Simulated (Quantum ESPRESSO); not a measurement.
# Simulated XPS, UPS and emission spectra of NbP, part 12 of 17

Wanted: projected DOS of NbP, weighted into photoemission and X-ray emission spectra, at several levels of theory.

Quantum ESPRESSO 7.5; DFT, PBE, plane waves, ultrasoft GBRV pseudopotentials, scalar-relativistic (the session's first sound run).

So far. Step 11 (With a Hubbard U: bands): Of the bands kept, 1 crosses the Fermi level on this path. Step 12 (With LDA: self-consistent run): The run ends at a pressure of -9.48 GPa, with forces up to 0.011 eV/Å.

### 14. Projected DOS and spectra

Level of this step: DFT, LDA, plane waves, ultrasoft GBRV pseudopotentials, scalar-relativistic (Quantum ESPRESSO).

projwfc.x splits the states by atom and shell, which the spectra need, since each shell has its own cross section.

projwfc.in reads:

```
&projwfc
  prefix = 'pes'
  outdir = './tmp'
  filpdos = 'pes'
  ngauss = 0
  degauss = 0.00735
  DeltaE = 0.05
  Emin = -15.33
  Emax = 26.67
/
```

Command:

```bash
$ OMP_NUM_THREADS=1 mpirun -n 4 projwfc.x -nk 4 -in projwfc.in > projwfc.out
```

The log of the run:

```text
[banner, memory and clock lines left out]
Program PROJWFC v.7.5 starts

          URL

     ./tmp/pes.save/

     IMPORTANT: XC functional enforced from input :
     Exchange-correlation= PZ
                           (   1   1   0   0   0   0   0)
     Any further DFT definition will be discarded
     Please, verify this is what you really want

     G-vector sticks info

     Check: negative core charge=   -0.000001

     Gaussian broadening (read from input): ngauss,degauss=   0    0.007350

     Calling projwave ....

  Problem Sizes
  natomwfc =           34
  nbnd     =           30
  nkstot   =          349
  npwx     =         1881
  nkb      =           72

     Atomic states used for projection
     (read from pseudopotential files):

     state #   1: atom   1 (Nb ), wfc  1 (l=0 m= 1)
     state #   2: atom   1 (Nb ), wfc  2 (l=1 m= 1)
     state #   3: atom   1 (Nb ), wfc  2 (l=1 m= 2)
     state #   4: atom   1 (Nb ), wfc  2 (l=1 m= 3)
     state #   5: atom   1 (Nb ), wfc  3 (l=2 m= 1)
     state #   6: atom   1 (Nb ), wfc  3 (l=2 m= 2)
     state #   7: atom   1 (Nb ), wfc  3 (l=2 m= 3)
     state #   8: atom   1 (Nb ), wfc  3 (l=2 m= 4)
     state #   9: atom   1 (Nb ), wfc  3 (l=2 m= 5)
     state #  10: atom   1 (Nb ), wfc  4 (l=0 m= 1)
     state #  11: atom   1 (Nb ), wfc  5 (l=1 m= 1)
     state #  12: atom   1 (Nb ), wfc  5 (l=1 m= 2)
     state #  13: atom   1 (Nb ), wfc  5 (l=1 m= 3)
     state #  14: atom   2 (Nb ), wfc  1 (l=0 m= 1)
     state #  15: atom   2 (Nb ), wfc  2 (l=1 m= 1)
     state #  16: atom   2 (Nb ), wfc  2 (l=1 m= 2)
     state #  17: atom   2 (Nb ), wfc  2 (l=1 m= 3)
     state #  18: atom   2 (Nb ), wfc  3 (l=2 m= 1)
     state #  19: atom   2 (Nb ), wfc  3 (l=2 m= 2)
     state #  20: atom   2 (Nb ), wfc  3 (l=2 m= 3)
     state #  21: atom   2 (Nb ), wfc  3 (l=2 m= 4)
     state #  22: atom   2 (Nb ), wfc  3 (l=2 m= 5)
     state #  23: atom   2 (Nb ), wfc  4 (l=0 m= 1)
     state #  24: atom   2 (Nb ), wfc  5 (l=1 m= 1)
     state #  25: atom   2 (Nb ), wfc  5 (l=1 m= 2)
     state #  26: atom   2 (Nb ), wfc  5 (l=1 m= 3)
     state #  27: atom   3 (P  ), wfc  1 (l=0 m= 1)
     state #  28: atom   3 (P  ), wfc  2 (l=1 m= 1)
     state #  29: atom   3 (P  ), wfc  2 (l=1 m= 2)
     state #  30: atom   3 (P  ), wfc  2 (l=1 m= 3)
     state #  31: atom   4 (P  ), wfc  1 (l=0 m= 1)
     state #  32: atom   4 (P  ), wfc  2 (l=1 m= 1)
     state #  33: atom   4 (P  ), wfc  2 (l=1 m= 2)
     state #  34: atom   4 (P  ), wfc  2 (l=1 m= 3)

 k =   0.0000000000  0.0000000000  0.0000000000
==== e(   1) =   -40.11696 eV ====
     psi = 0.478*[#   1]+0.478*[#  14]+0.019*[#  10]+0.019*[#  23]+0.002*[#  27]
          +0.002*[#  31]
    |psi|^2 = 1.000
==== e(   2) =   -40.07959 eV ====
     psi = 0.469*[#   1]+0.469*[#  14]+0.017*[#  28]+0.017*[#  32]+0.007*[#   5]
          +0.007*[#  18]+0.006*[#  10]+0.006*[#  23]
    |psi|^2 = 1.000
==== e(   3) =   -16.43931 eV ====
     psi = 0.475*[#   2]+0.475*[#  15]+0.018*[#  11]+0.018*[#  24]+0.004*[#  27]
          +0.004*[#  31]+0.003*[#  28]+0.003*[#  32]
    |psi|^2 = 1.000
==== e(   4) =   -16.24351 eV ====
     psi = 0.481*[#   3]+0.481*[#  17]+0.010*[#  12]+0.010*[#  26]+0.005*[#  29]
          +0.005*[#  34]+0.002*[#   4]+0.002*[#  16]+0.001*[#  30]+0.001*[#  33]

    |psi|^2 = 1.000
==== e(   5) =   -16.24351 eV ====
     psi = 0.481*[#   3]+0.481*[#  17]+0.010*[#  12]+0.010*[#  26]+0.005*[#  29]
          +0.005*[#  34]+0.002*[#   4]+0.002*[#  16]+0.001*[#  30]+0.001*[#  33]

    |psi|^2 = 1.000
==== e(   6) =   -16.09583 eV ====
     psi = 0.482*[#   4]+0.482*[#  16]+0.010*[#  13]+0.010*[#  25]+0.006*[#  30]
          +0.006*[#  33]+0.002*[#   3]+0.002*[#  17]
    |psi|^2 = 1.000
==== e(   7) =   -16.09583 eV ====
     psi = 0.482*[#   4]+0.482*[#  16]+0.010*[#  13]+0.010*[#  25]+0.006*[#  30]
          +0.006*[#  33]+0.002*[#   3]+0.002*[#  17]
    |psi|^2 = 1.000
==== e(   8) =   -16.05427 eV ====
     psi = 0.489*[#   2]+0.489*[#  15]+0.008*[#  11]+0.008*[#  24]+0.002*[#  28]
          +0.002*[#  32]
    |psi|^2 = 1.000
==== e(   9) =     2.01453 eV ====
     psi = 0.271*[#  10]+0.271*[#  23]+0.205*[#  27]+0.205*[#  31]+0.018*[#   1]
          +0.018*[#  14]+0.004*[#   8]+0.004*[#  21]+0.001*[#   5]+0.001*[#  18]

    |psi|^2 = 0.999
==== e(  10) =     4.41621 eV ====
     psi = 0.258*[#  27]+0.258*[#  31]+0.122*[#  11]+0.122*[#  24]+0.071*[#   5]
          +0.071*[#  18]+0.023*[#  10]+0.023*[#  23]+0.012*[#   2]+0.012*[#  15]
          +0.006*[#  28]+0.006*[#  32]+0.004*[#   8]+0.004*[#  21]+0.003*[#   1]
          +0.003*[#  14]
    |psi|^2 = 0.999
==== e(  11) =     8.54208 eV ====
     psi = 0.265*[#  28]+0.265*[#  32]+0.079*[#   5]+0.079*[#  18]+0.058*[#  11]
          +0.058*[#  24]+0.038*[#  10]+0.038*[#  23]+0.035*[#   8]+0.035*[#  21]
          +0.010*[#   1]+0.010*[#  14]+0.008*[#  27]+0.008*[#  31]+0.007*[#   2]
          +0.007*[#  15]
    |psi|^2 = 0.998
==== e(  12) =    11.66044 eV ====
     psi = 0.279*[#   8]+0.279*[#  21]+0.108*[#   5]+0.108*[#  18]+0.098*[#  28]
          +0.098*[#  32]+0.004*[#  11]+0.004*[#  24]+0.002*[#  10]+0.002*[#  23]

    |psi|^2 = 0.984
==== e(  13) =    12.45809 eV ====
     psi = 0.210*[#   6]+0.210*[#  20]+0.199*[#  30]+0.199*[#  33]+0.059*[#  29]
          +0.059*[#  34]+0.017*[#   7]+0.017*[#  19]+0.012*[#  13]+0.012*[#  25]
          +0.002*[#   4]+0.002*[#  16]
    |psi|^2 = 0.998
==== e(  14) =    12.45809 eV ====
     psi = 0.210*[#   6]+0.210*[#  20]+0.199*[#  30]+0.199*[#  33]+0.059*[#  29]
          +0.059*[#  34]+0.017*[#   7]+0.017*[#  19]+0.012*[#  13]+0.012*[#  25]
          +0.002*[#   4]+0.002*[#  16]
    |psi|^2 = 0.998
==== e(  15) =    12.54110 eV ====
     psi = 0.429*[#   8]+0.429*[#  21]+0.043*[#  11]+0.043*[#  24]+0.006*[#  28]
          +0.006*[#  32]+0.004*[#  10]+0.004*[#  23]+0.003*[#   2]+0.003*[#  15]
          +0.003*[#   5]+0.003*[#  18]
    |psi|^2 = 0.977
==== e(  16) =    12.95336 eV ====
     psi = 0.271*[#   5]+0.271*[#  18]+0.173*[#   8]+0.173*[#  21]+0.034*[#  28]
          +0.034*[#  32]+0.013*[#  10]+0.013*[#  23]+0.003*[#  11]+0.003*[#  24]
          +0.002*[#  27]+0.002*[#  31]
    |psi|^2 = 0.993
[...]
+0.070*[#  33]+0.027*[#   6]+0.027*[#  20]+0.017*[#  12]+0.017*[#  26]
          +0.002*[#   3]+0.002*[#  17]
[...]
+0.070*[#  33]+0.027*[#   6]+0.027*[#  20]+0.017*[#  12]+0.017*[#  26]
          +0.002*[#   3]+0.002*[#  17]
[...]
psi = 0.487*[#   9]+0.487*[#  22]
[...]
psi = 0.492*[#   9]+0.492*[#  22]
[...]
+0.067*[#  23]+0.022*[#  11]+0.022*[#  24]+0.004*[#  27]+0.004*[#  31]
[...]
+0.002*[#   2]+0.002*[#  15]+0.002*[#  10]+0.002*[#  23]
[...]
+0.002*[#  10]+0.002*[#  23]+0.001*[#   1]+0.001*[#  14]
[...]
k =   0.1158567239  0.1158567239  0.0000000000
[...]
+0.001*[#  31]+0.001*[#  33]
[...]
+0.001*[#  25]+0.001*[#  26]
[...]
+0.001*[#  16]+0.001*[#  23]
[...]
+0.001*[#  30]+0.001*[#  33]
[...]
+0.001*[#  10]+0.001*[#  23]
[...]
+0.005*[#  33]+0.002*[#   3]+0.002*[#  17]
[...]
+0.004*[#   8]+0.004*[#  21]+0.001*[#  30]+0.001*[#  33]
[...]
+0.002*[#   7]+0.002*[#  19]+0.001*[#  12]+0.001*[#  26]
[...]
+0.002*[#   7]+0.002*[#  19]+0.002*[#  12]+0.002*[#  26]
[...]
+0.002*[#   4]+0.002*[#  16]+0.001*[#  10]+0.001*[#  23]
[...]
+0.001*[#  28]+0.001*[#  32]
[...]
+0.001*[#  12]+0.001*[#  16]+0.001*[#  26]
[...]
+0.002*[#   9]+0.002*[#  22]
[...]
+0.001*[#   3]
[...]
+0.005*[#  11]+0.005*[#  24]+0.003*[#  27]+0.003*[#  31]
[...]
+0.005*[#  11]+0.005*[#  24]+0.001*[#  10]+0.001*[#  23]
[...]
+0.001*[#  22]
[...]
+0.001*[#  15]
[...]
k =   0.2317134479  0.2317134479  0.0000000000
[...]
+0.003*[#  25]+0.003*[#  26]+0.002*[#  29]+0.002*[#  34]
[...]
+0.002*[#  13]+0.002*[#  25]+0.001*[#  27]+0.001*[#  31]
[...]
+0.003*[#   4]+0.003*[#  16]+0.001*[#  30]+0.001*[#  33]
[...]
+0.001*[#  32]
[...]
+0.001*[#  19]+0.001*[#  22]+0.001*[#   4]+0.001*[#  16]
[...]
+0.002*[#  14]
[...]
+0.002*[#  13]+0.002*[#  17]+0.002*[#  25]
[...]
+0.001*[#  24]
[...]
+0.001*[#  20]
[...]
+0.002*[#  10]+0.002*[#  23]+0.001*[#  12]+0.001*[#  26]
[...]
+0.004*[#  32]+0.002*[#  27]+0.002*[#  31]
[...]
+0.002*[#  19]+0.002*[#  29]+0.002*[#  34]
[...]
+0.002*[#  20]
[...]
+0.006*[#  30]+0.006*[#  33]+0.003*[#  11]+0.003*[#  24]
[...]
+0.004*[#   9]+0.004*[#  22]+0.004*[#  12]+0.004*[#  26]
[...]
+0.001*[#  21]+0.001*[#   3]+0.001*[#  17]
[...]
+0.006*[#  14]+0.003*[#  29]+0.003*[#  34]
[...]
k =   0.3475701718  0.3475701718  0.0000000000
[...]
+0.001*[#  26]
[...]
+0.002*[#  32]+0.001*[#  13]+0.001*[#  25]
[...]
+0.008*[#  17]+0.007*[#  11]+0.007*[#  24]
[...]
+0.002*[#  14]
[...]
+0.001*[#  16]+0.001*[#   3]+0.001*[#  17]
[...]
+0.005*[#  25]
[...]
+0.002*[#  25]
[...]
k =   0.4634268958  0.4634268958  0.0000000000
[...]
k =   0.5792836197  0.5792836197  0.0000000000
[...]
k =   0.6951403436  0.6951403436  0.0000000000
[...]
k =   0.8109970676  0.8109970676  0.0000000000
[...]
k =  -0.9268537915 -0.9268537915  0.0000000000
[...]
+0.001*[#   9]+0.001*[#  22]
[...]
+0.001*[#   9]+0.001*[#  22]
[...]
+0.002*[#  27]+0.002*[#  31]
[...]
+0.002*[#  27]+0.002*[#  31]
[...]
+0.002*[#  13]+0.002*[#  25]+0.001*[#   9]+0.001*[#  22]
[...]
+0.002*[#  13]+0.002*[#  25
[... cut ...]
848 eV ====
[...]
+0.002*[#  28]+0.002*[#  32]+0.001*[#  30]+0.001*[#  33]
[...]
+0.002*[#  11]+0.002*[#  24]+0.001*[#  28]+0.001*[#  32]
[...]
+0.004*[#   1]+0.004*[#  14]+0.001*[#   2]+0.001*[#  15]
[...]
+0.001*[#  25]+0.001*[#   9]+0.001*[#  22]
[...]
+0.001*[#   9]+0.001*[#  15]+0.001*[#  22]
[...]
+0.001*[#   2]+0.001*[#  12]+0.001*[#  15]+0.001*[#  26]
[...]
+0.004*[#  10]+0.004*[#  23]+0.001*[#  28]+0.001*[#  32]
[...]
+0.001*[#  10]+0.001*[#  23]
[...]
+0.003*[#   7]+0.003*[#  19]+0.002*[#  13]+0.002*[#  25]
[...]
+0.003*[#  25]+0.002*[#   9]+0.002*[#  22]
[...]
+0.003*[#  21]+0.001*[#   2]+0.001*[#  15]
[...]
k =   0.0000000000  1.3902806873  0.0000000000
[...]
+0.003*[#  34]+0.001*[#   8]+0.001*[#  21]
[...]
+0.002*[#  28]+0.002*[#  29]+0.002*[#  32]+0.002*[#  34]
[...]
+0.002*[#  32]
[...]
+0.001*[#  34]
[...]
+0.002*[#  24]+0.001*[#   5]+0.001*[#  18]
[...]
+0.002*[#  33]
[...]
+0.009*[#  25]+0.002*[#  30]+0.002*[#  33]
[...]
+0.003*[#  33]+0.002*[#  12]+0.002*[#  26]
[...]
+0.003*[#  34]
[...]
+0.004*[#   1]+0.004*[#  14]
[...]
+0.002*[#  19]
[...]
psi = 0.186*[#   8]+0.186*[#  21]+0.143*[#  28]+0.143*[#  32]+0.079*[#  29]
[...]
+0.002*[#  15]
    |psi|^2 = 0.993
==== e(  15) =    12.05083 eV ====
     psi = 0.221*[#  30]+0.221*[#  33]+0.119*[#   6]+0.119*[#  20]+0.097*[#   9]
[...]
+0.003*[#  29]+0.003*[#  34]
    |psi|^2 = 0.998
==== e(  16) =    12.68008 eV ====
     psi = 0.233*[#  29]+0.233*[#  34]+0.199*[#   9]+0.199*[#  22]+0.038*[#   6]
[...]
+0.001*[#  17]
    |psi|^2 = 0.996
==== e(  17) =    13.17299 eV ====
     psi = 0.178*[#   8]+0.178*[#  21]+0.121*[#   5]+0.121*[#  18]+0.051*[#   7]
[...]
+0.001*[#  31]
    |psi|^2 = 0.985
==== e(  18) =    14.60610 eV ====
     psi = 0.315*[#   9]+0.315*[#  22]+0.098*[#   7]+0.098*[#  19]+0.064*[#   6]
          +0.064*[#  20]+0.006*[#  30]+0.006*[#  33]+0.001*[#  13]+0.001*[#  25]

    |psi|^2 = 0.972
==== e(  19) =    15.13305 eV ====
     psi = 0.195*[#   8]+0.195*[#  21]+0.094*[#  29]+0.094*[#  34]+0.077*[#   5]
          +0.077*[#  18]+0.048*[#  30]+0.048*[#  33]+0.035*[#   7]+0.035*[#  19]
          +0.012*[#  27]+0.012*[#  31]+0.009*[#  28]+0.009*[#  32]+0.008*[#   6]
          +0.008*[#  20]+0.008*[#  10]+0.008*[#  23]+0.003*[#  12]+0.003*[#  26]

    |psi|^2 = 0.982
==== e(  20) =    15.78951 eV ====
     psi = 0.196*[#   7]+0.196*[#  19]+0.101*[#   6]+0.101*[#  20]+0.077*[#   8]
          +0.077*[#  21]+0.047*[#  28]+0.047*[#  32]+0.025*[#   5]+0.025*[#  18]
          +0.020*[#  27]+0.020*[#  31]+0.008*[#  10]+0.008*[#  23]+0.004*[#  30]
          +0.004*[#  33]+0.002*[#  29]+0.002*[#  34]+0.002*[#  11]+0.002*[#  24]
          +0.001*[#  12]+0.001*[#  26]
    |psi|^2 = 0.969
==== e(  21) =    16.74349 eV ====
     psi = 0.286*[#   7]+0.286*[#  19]+0.191*[#   6]+0.191*[#  20]+0.011*[#   9]
          +0.011*[#  22]+0.004*[#  13]+0.004*[#  25]+0.001*[#  30]+0.001*[#  33]

    |psi|^2 = 0.987
==== e(  22) =    17.23393 eV ====
     psi = 0.097*[#   5]+0.097*[#  18]+0.096*[#   6]+0.096*[#  20]+0.0
```

The job ended after 3.4 s (4 MPI ranks of Arm Neoverse V2, shared host; 15 s of CPU time).

This step gave:

```
share of occupied states in no projected shell : 0.0057 of the occupied states in the window
DOS at the Fermi level                         : 0.4871 states/eV/cell
```

The DOS has structure finer than the step of the table below, so its rows give means over 1 eV, whole bins alone (the curve runs from -14.3 to 7.08 eV). Peaks (eV: height): total -10.1: 5.12, -2.8: 4.87, 3.0: 4.65, 3.9: 4.36; Nb 4d -0.6: 3.34, 1.5: 2.28, 3.0: 3.23, 3.9: 2.43; P 3p -5.2: 2.16, -2.8: 2.41, 4.7: 1.08; P 3s -10.1: 3.01, 3.9: 0.622; Nb 5p -10.4: 0.979, -5.2: 0.283, -2.8: 0.294, -0.6: 0.397.

Table of DOS by E, zero at the Fermi level; means over each step; values in states/eV/cell:

| E (eV) | total | Nb 4d | P 3p | P 3s | Nb 5p | Nb 5s |
| --- | --- | --- | --- | --- | --- | --- |
| -13 | 0.0209 | 2.4e-4 | 1.1e-4 | 0.00831 | 0.00178 | 0.0104 |
| -12 | 0.431 | 0.0120 | 0.00695 | 0.167 | 0.118 | 0.127 |
| -11 | 1.32 | 0.128 | 0.0213 | 0.587 | 0.439 | 0.140 |
| -10 | 2.23 | 0.518 | 0.0167 | 1.25 | 0.398 | 0.0443 |
| -9 | 0 | 0 | 0 | 0 | 0 | 0 |
| -8 | 0 | 0 | 0 | 0 | 0 | 0 |
| -7 | 1.3e-5 | 0 | 6.9e-6 | 0 | 1.0e-6 | 2.2e-6 |
| -6 | 0.943 | 0.262 | 0.490 | 0.0171 | 0.0674 | 0.105 |
| -5 | 2.50 | 0.896 | 1.26 | 0.0456 | 0.159 | 0.134 |
| -4 | 2.48 | 0.897 | 1.27 | 0.0625 | 0.171 | 0.0737 |
| -3 | 3.62 | 1.57 | 1.73 | 0.0358 | 0.205 | 0.0540 |
| -2 | 2.58 | 1.38 | 1.02 | 0.0107 | 0.130 | 0.0206 |
| -1 | 3.12 | 2.39 | 0.352 | 0.0108 | 0.270 | 0.0563 |
| 0 | 1.35 | 1.07 | 0.153 | 0.00603 | 0.0861 | 0.0121 |
| 1 | 2.05 | 1.74 | 0.189 | 0.0154 | 0.0549 | 0.00973 |
| 2 | 2.54 | 1.96 | 0.329 | 0.0762 | 0.0764 | 0.0331 |
| 3 | 3.91 | 2.70 | 0.641 | 0.224 | 0.129 | 0.103 |
| 4 | 3.51 | 1.86 | 0.801 | 0.407 | 0.149 | 0.154 |
| 5 | 2.04 | 0.905 | 0.716 | 0.0801 | 0.103 | 0.143 |
| 6 | 1.67 | 0.546 | 0.544 | 0.0449 | 0.115 | 0.279 |

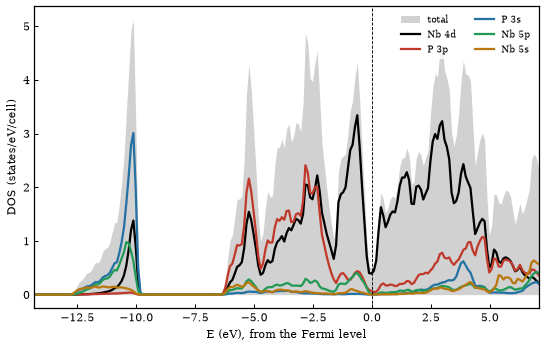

DOS, plotted against E.

The two runs compared:

```csv
quantity,this run,base run,difference
DOS at the Fermi level (states/eV/cell),0.4871,0.4729,0.0142
```

(Part 12 of 17 ends here.)

[Logs are printed without paths, hosts, clocks, repeated set-up lines and the standing remarks that a program may print on its own settings, such as how far it seeks lower states.]

[Hosts, paths, dates, database ids (printed as entryN), source tags and the programs' standing remarks are cut or masked in the printed files.]

[Maps of the electrostatic potential energy from Ansatz leave out the sawtooth potential of an applied field or a dipole correction, so their vacuum need not be flat; work functions include it.]

[Peak lists hold at most the 14 tallest peaks of each spectrum; further lines can be left out.]
